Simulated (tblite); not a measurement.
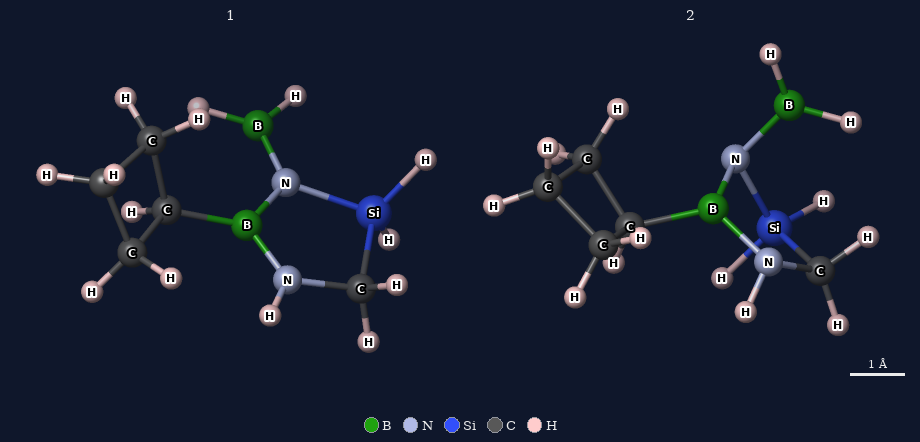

Two geometries of C$_{5}$H$_{14}$B$_{2}$N$_{2}$Si, drawn at one scale. One is the start of a relaxation, the other its converged end. A ball-and-stick model, seen at a tilt.

Computed with GFN2-xTB geometry optimisation, gas phase (tblite). 

**Which of the two is the end point?**

Structure 1 is the relaxed one. Over 213 geometry steps the energy falls by 276.6 kJ/mol. An H atom moves most after the best rigid fit: 3.06 Å. By element the largest moves are H 3.06 Å, B 2.05 Å, Si 1.28 Å, C 0.90 Å, N 0.56 Å. Near-neighbour distances that change, for instance: B–N 1.499 → 1.405 Å, B–N 1.479 → 1.387 Å, B–N 1.530 → 1.470 Å, C–C 1.491 → 1.546 Å. Among the angles between lasting bonds that change: Si–N–B 95.2° → 110.7°, B–N–B 110.9° → 125.9°, B–N–H 111.2° → 125.2°. Groups turn about C–Si by about 45°.
